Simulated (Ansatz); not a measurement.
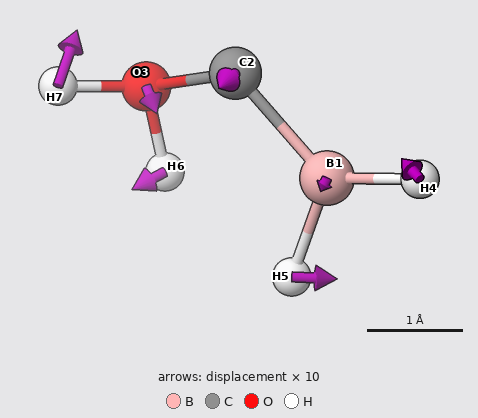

This is a relaxation of CH4BO (multiplicity 2). The starting structure is drawn; purple arrows show the displacements, magnified 10 times. The two geometries are superimposed by the best rigid fit.

The picture is a ball-and-stick view, seen at a tilt.

It is one of the separated reactants of a reaction.

All numbers below come from Ansatz, UKS PBE0-D4/def2-TZVP.

Input
```yaml
crystal:
  periodic: [false, false, false]
  atoms:
    - {symbol: B, position_ang: [-0.793242, 0.300709, -0.558493]}
    - {symbol: C, position_ang: [0.338389, 0.332168, 0.376050]}
    - {symbol: O, position_ang: [0.730941, -1.104793, 0.859066]}
    - {symbol: H, position_ang: [-1.440743, 1.271106, -0.892661]}
    - {symbol: H, position_ang: [-0.919348, -0.776963, -1.166439]}
    - {symbol: H, position_ang: [0.193940, -1.724165, 0.296019]}
    - {symbol: H, position_ang: [1.679853, -1.248057, 0.652490]}
basis:
  gaussian: {orbitals: def2-TZVP}
magnetization: {spin_polarized: true, initial_magnetization: 1}
hamiltonian: {xc: pbe0, dispersion: d4}
relax: {f_tol: 0.005, max_steps: 200}
```

Run as
```bash
ansatz run in.yaml --threads 2 --pin off --events-out ev --progress --plain --max-ram 4352MiB
```

Q: Which element moves most?

A: Hydrogen: up to 0.069 Å, against 0.042 Å for carbon.

Q: What did the optimiser do to the structure, and how much energy did it gain?

A: The atom that moves furthest after the best rigid fit is H7 (0.069 Å). Largest moves by element: H 0.069 Å, C 0.042 Å, O 0.034 Å, B 0.017 Å. Among the contacts that change: B1–H5 1.244 → 1.219 Å, B1–H4 1.214 → 1.193 Å, O3–H6 0.994 → 0.976 Å, O3–H7 0.982 → 0.966 Å. Among the angles between lasting bonds that change: C2–O3–H6 105.2° → 108.0°, C2–B1–H5 114.1° → 116.5°, C2–B1–H4 124.7° → 122.5°. After 9 accepted moves (10 points after the start) the energy has fallen by 2.99 kJ/mol. Largest force component: 0.74 eV/Å at the start, 0.0039 eV/Å at the end. The line search rejected the trial step at point 3 of the run. Cost: 31 s on 2 threads of Intel Xeon Platinum 8175M @ 2.50GHz, on a shared host.
